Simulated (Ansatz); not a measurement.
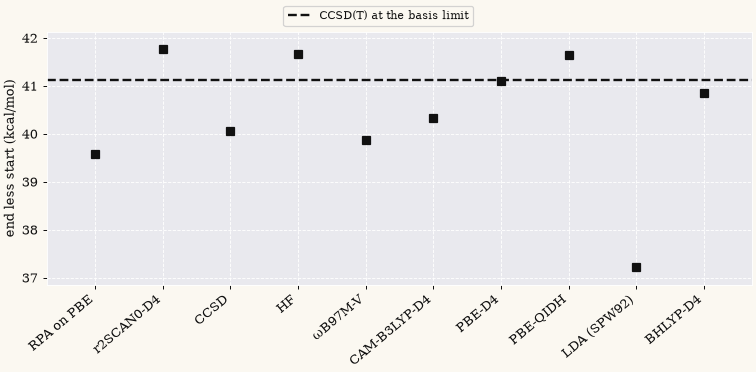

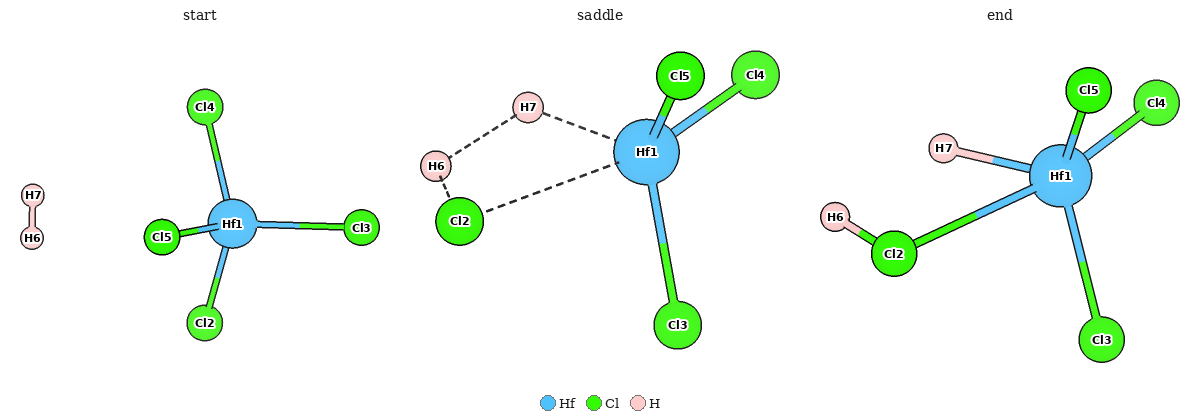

Energy change in one step of HfH₂Cl₄, singlet at several levels. In the step Hf1–H7 (3.63 → 1.86 → 1.84 Å) and Cl2–H6 (3.41 → 1.30 → 1.28 Å) form; H6–H7 (0.75 → 1.84 → 2.35 Å) breaks; Hf1–Cl2 (2.32 → 2.96 → 3.01 Å) lengthens (lengths at start, saddle and end; changes of bond order aren't listed). Electronic energies at PBE0-D4/def2-TZVP geometries, energies in def2-TZVPP, the Ansatz code; cores frozen in correlated methods, no zero-point terms. Start and end are the structures at the ends of the path (complexes, where there are several molecules). The line is the MP2 basis limit plus CCSD(T) less MP2 in triple zeta. RPA on PBE and PBE-QIDH hold a correlation term that converges slowly with the basis, so part of the distance to the limit is basis error. No dispersion term is added to PBE-QIDH. The distance of CCSD to the limit includes basis error.

Which level comes closest to the line (CCSD(T) at the basis limit), and which misses most?

Answer. Closest PBE-D4 (41.1 kcal/mol), against 41.1 kcal/mol; farthest LDA (SPW92) (37.2 kcal/mol).

What range do the values span, the line included?

Answer. From 37.2 kcal/mol (LDA (SPW92)) to 41.8 kcal/mol (r2SCAN0-D4).

Limits of at least one run: core potentials past krypton; spin-orbit coupling is left out, and with Hf it can shift these energies.
